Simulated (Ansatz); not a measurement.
| atom | x (Å) | y (Å) | z (Å) |
| --- | --- | --- | --- |
| W | 0.5606 | -0.2294 | 0.7240 |
| F | -0.3697 | 0.6500 | 2.0836 |
| Cl | 2.2616 | 1.3290 | 1.0422 |
| Cl | -1.1564 | 1.5504 | -0.6020 |
| H | -1.9799 | 0.5200 | -0.5352 |
| Cl | -1.3827 | -1.5843 | 0.5080 |
| Cl | 1.1807 | -0.6275 | -1.4467 |
| F | 1.5558 | -1.6081 | 1.4760 |

Core potentials replace the inner electrons of W.

These are results of UKS PBE/def2-SVP in Ansatz, not measurements.

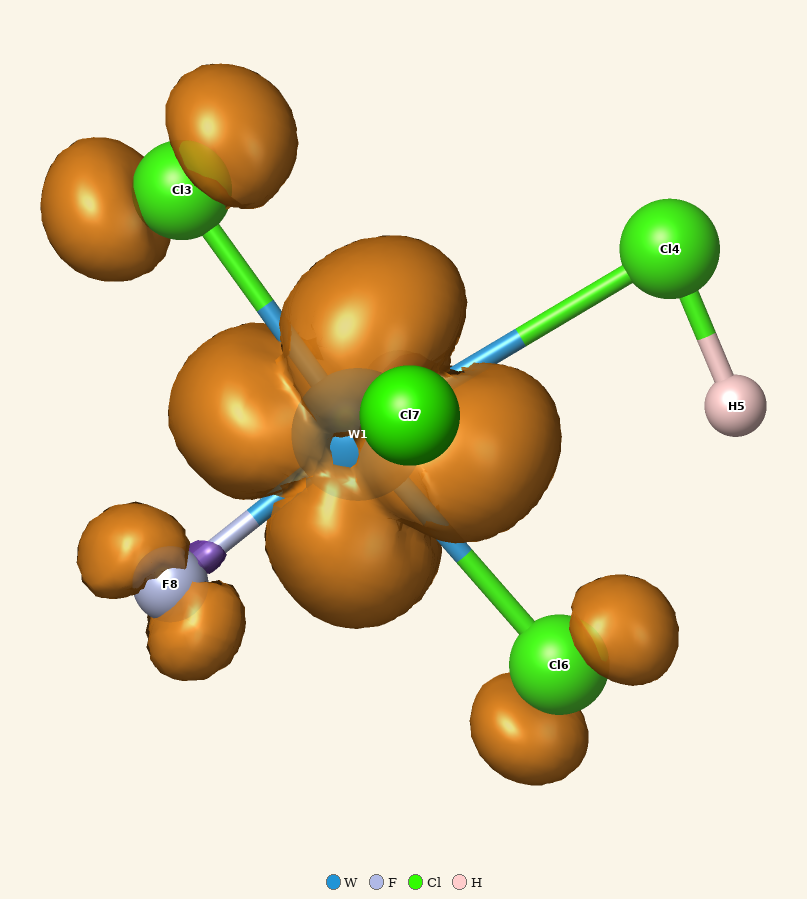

Cl4F2HW (doublet). Isosurfaces of the spin density at +0.02 (orange) and −0.02 e/Å³ (purple), seen across its widest extent.

Question: Where is the unpaired spin?

Answer: The unpaired spin (1 electron) lies mostly on W1 (about 0.7) and Cl3 (about 0.1), in electrons by Hirshfeld's partition.
